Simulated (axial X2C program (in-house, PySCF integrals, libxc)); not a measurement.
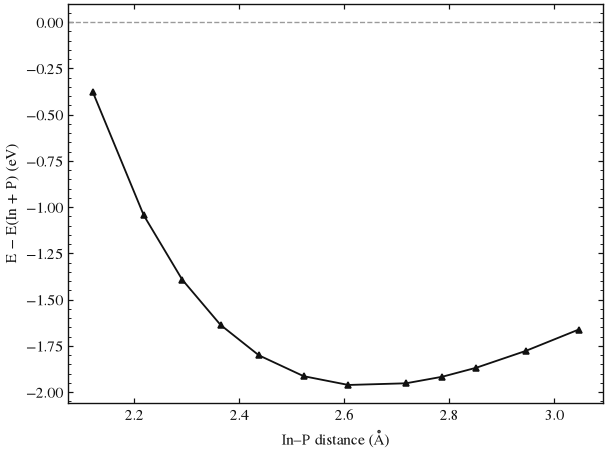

**Figure 1.** Energy at 12 bond lengths, for one set of occupations held fixed; the line joins the points. A polynomial of degree 6 through 11 points gives rₑ = 2.646 Å, ωₑ = 255.4 cm⁻¹, ωₑxₑ = 0.81 cm⁻¹ and Bₑ = 0.09867 cm⁻¹. The minimum lies 1.97 eV below In + P, each computed as one determinant at the same level.

Run report: InP, relativistic diatomic calculation

System: InP, single determinant with M_S = 1 and |Λ| = 0.
Method: PBE0, spin-free X2C-1e, In dyall-cv3z, P dyall-v3z (cores contracted) (axial X2C program (in-house, PySCF integrals, libxc)).

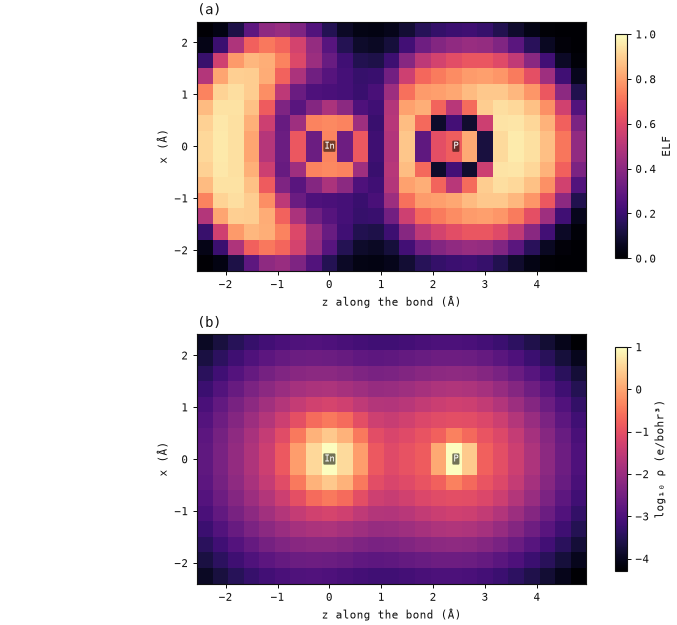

**Figure 2.** (a) electron localisation function; (b) electron density on a logarithmic scale, in a plane that holds the axis, at 2.44 Å, on points 0.3 Å apart (one half computed, the other mirrored); the structure near the nuclei is finer than these points.

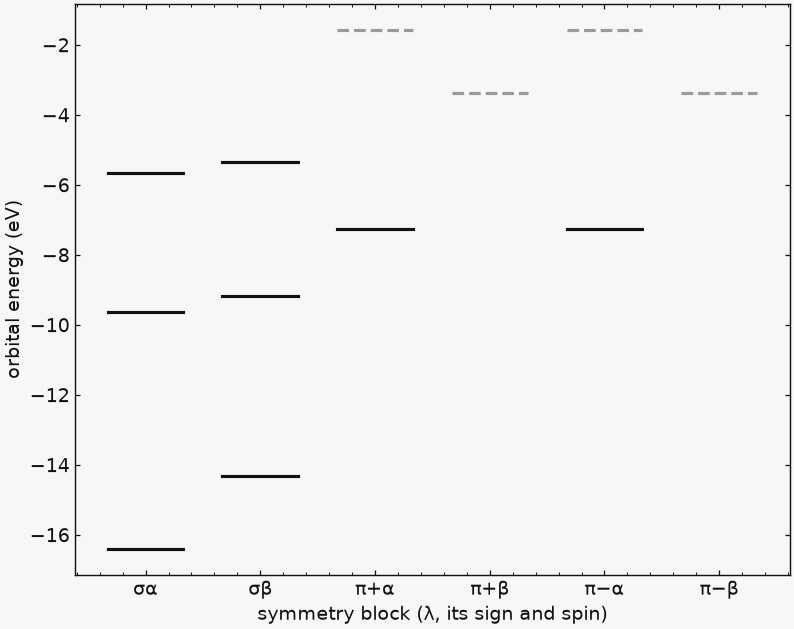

**Figure 3.** Orbital energies near the frontier at 2.44 Å, filled (solid) and empty (dashed); a label such as π−α means λ = −1 and α spin. The highest filled orbital (σβ; 43 % P p, 33 % In p) lies at −5.34 eV, the lowest empty one (π+β; 64 % P p, 32 % In p) at −3.38 eV.

These pictures come from the run below.

### Input
```
{"zs": [49, 15], "q": 0, "bas": ["dyall-cv3z", "dyall-v3z"], "levels": ["PBE0", "HF", "BP86"], "cc": true, "r0": 2.38, "thr": -2.0, "nmax": 110, "npts": 10, "nst": 2, "ntry": 8}
```

The line is the task of a batch: nuclear charges, charge, bases, the levels to run, a first guess of the distance and further settings. This report covers PBE0 without spin-orbit coupling. The log is that of the reference distance 2.437 Å.

The run was one of a batch that the task file lists, launched with:
```bash
python <driver script> task.json out
```

### Log
```
spin-free X2C-1e  PBE0
basis functions 175  fitting functions 942  grid points 5081
iter        total energy     max residual
   1      -6221.686320746     3.72e+00
   2      -6222.694623049     1.08e-02
   3      -6222.694629150     1.28e-02
   4      -6222.698098662     6.24e-04
   5      -6222.698108984     2.06e-04
   6      -6222.698110378     6.54e-05
   7      -6222.698110432     1.44e-05
   8      -6222.698110437     6.35e-06
   9      -6222.698110438     3.57e-06
converged
one-electron -8886.28083712  Coulomb 2688.18752880  exact exchange -45.34001806  xc functional -138.86480459  nuclear repulsion 159.60002053
```

### The points of the curve

```tsv
R (Å)	E (hartree)	dipole (D; origin at the first atom, positive when the second is positive)	highest filled (eV)	lowest empty (eV)
2.120	−6222.645711	0.43	−5.18	−4.08
2.218	−6222.670306	0.00	−5.25	−3.85
2.291	−6222.683059	−0.35	−5.30	−3.68
2.364	−6222.692065	−0.71	−5.32	−3.53
2.437	−6222.698110	−1.07	−5.34	−3.38
2.522	−6222.702257	−1.49	−5.34	−3.22
2.608	−6222.704002	−1.91	−5.32	−3.08
2.717	−6222.703671	−2.45	−5.28	−2.92
2.786	−6222.702368	−2.77	−5.24	−2.82
2.851	−6222.700574	−3.07	−5.19	−2.75
2.946	−6222.697230	−3.49	−5.12	−2.66
3.046	−6222.693000	−3.92	−5.03	−2.58
```

### Key numbers

- outcome: converged
- bond length rₑ: 2.646 Å
- ωₑ: 255.4 cm⁻¹
- energy at the minimum: −6222.70417 hartree
- depth below the fragments: 1.97 eV
- largest ⟨S²⟩ along the curve: 2.02
- hardware: 1 thread of Intel Xeon @ 2.50GHz (Skylake/Cascade Lake), 192 GiB of memory available, shared host
- wall time: 16 s
- peak memory: 1.7 GiB
